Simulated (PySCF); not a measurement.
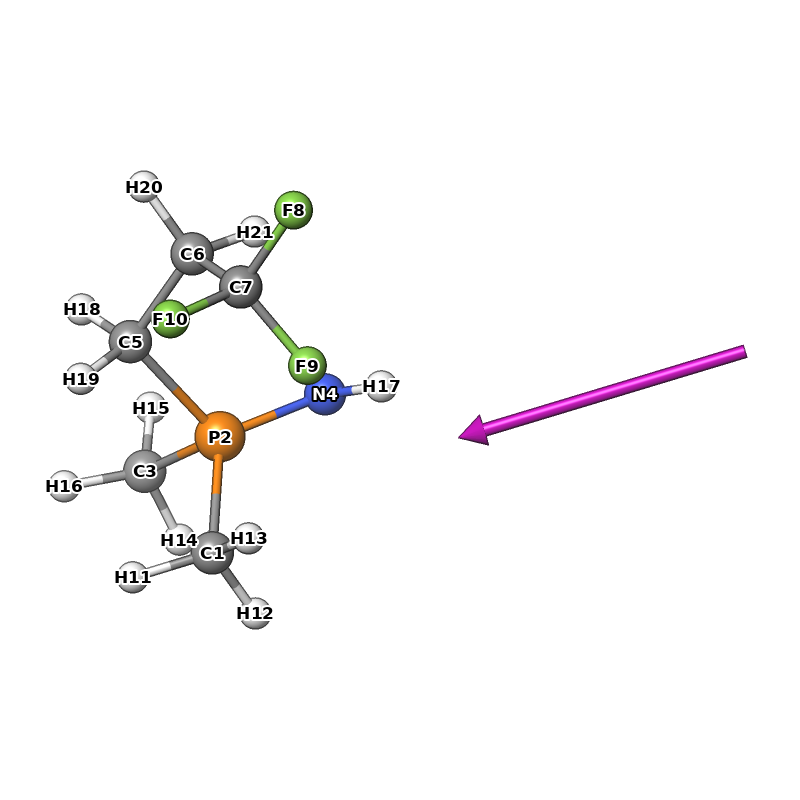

The arrow beside the molecule shows the direction of the dipole moment, from the negative to the positive end (its length means nothing). The computed structure is the end point of a GFN2-xTB optimisation. No frequency run is at hand to confirm it as a minimum. Level of theory: PBE0/pcSseg-1, gas phase (PySCF 2.14.0).

Question: How large is the dipole moment?

Answer: 3.24 D; it points from the side of H17 to the side of H16 (the outermost atoms at the two ends).

The geometry is semi-empirical. Around P such bond lengths and angles can be off by a tenth of an ångström or more and by several degrees, and values that hang on the shape move with them.
